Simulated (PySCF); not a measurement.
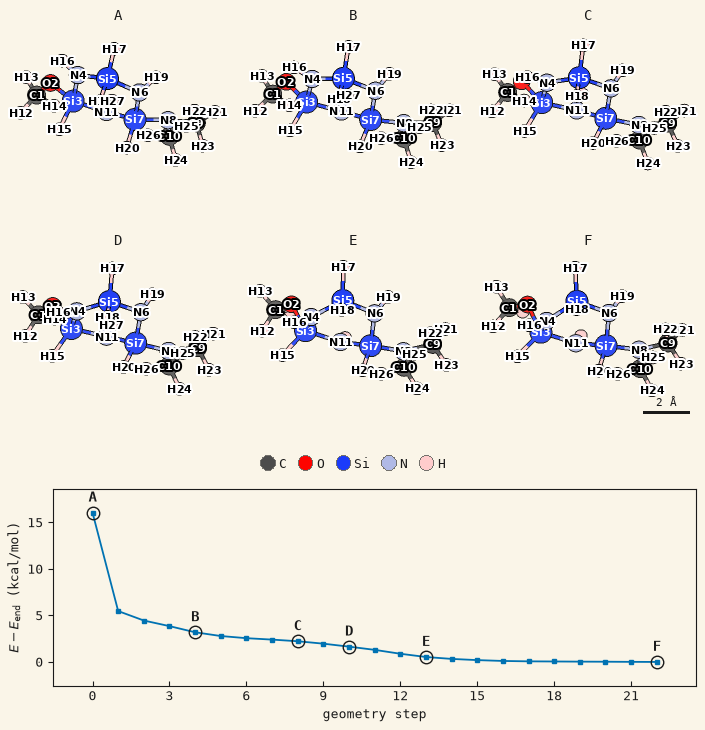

Frames of a relaxation of C$_{3}$H$_{16}$N$_{4}$OSi$_{3}$, marked on the history of the run. Style: ball-and-stick. Shown from a free direction.

The start comes from GFN2-xTB. Its atoms were then displaced at random by about 0.01 Å.

The calculation used PySCF 2.14.0, density-fitted response routines, PBE0-D3(BJ)/def2-SVP geometry optimisation, gas phase. 

Question: What happens along the run?

Answer: After 22 geometry steps the energy has fallen by 16.1 kcal/mol. The largest move after the best rigid fit is that of H16, 1.93 Å. By element the largest moves are H 1.93 Å, N 0.98 Å, C 0.57 Å, O 0.34 Å, Si 0.30 Å. Some distances before and after: Si5–H17 1.444 → 1.497 Å, C9–H23 1.058 → 1.109 Å, N4–H16 0.967 → 1.017 Å, O2–Si3 1.629 → 1.664 Å. Bond angles that change, for instance: O2–Si3–N4 101.1° → 112.3°, N6–Si5–H18 105.4° → 114.9°, Si3–N4–Si5 120.8° → 129.9°. Groups turn about C1–O2 by about 30°, O2–Si3 by about 20°. From step 0 to 4: H16 moves most (0.43 Å), energy −12.9 kcal/mol. From step 4 to 8: H16 moves most (0.49 Å), energy −0.96 kcal/mol. From step 8 to 10: H16 moves most (0.48 Å), energy −0.58 kcal/mol. From step 10 to 13: H27 moves most (0.56 Å), energy −1.11 kcal/mol. From step 13 to 22: H12 moves most (0.30 Å), energy −0.53 kcal/mol.

```csv
step,"E − E(0), kcal/mol"
0,0.00
1,-10.58
2,-11.60
3,-12.20
4,-12.86
5,-13.26
6,-13.50
7,-13.65
8,-13.83
9,-14.09
10,-14.41
11,-14.75
12,-15.17
13,-15.52
14,-15.72
15,-15.85
16,-15.94
17,-15.99
18,-16.00
19,-16.02
20,-16.03
21,-16.04
22,-16.05
```
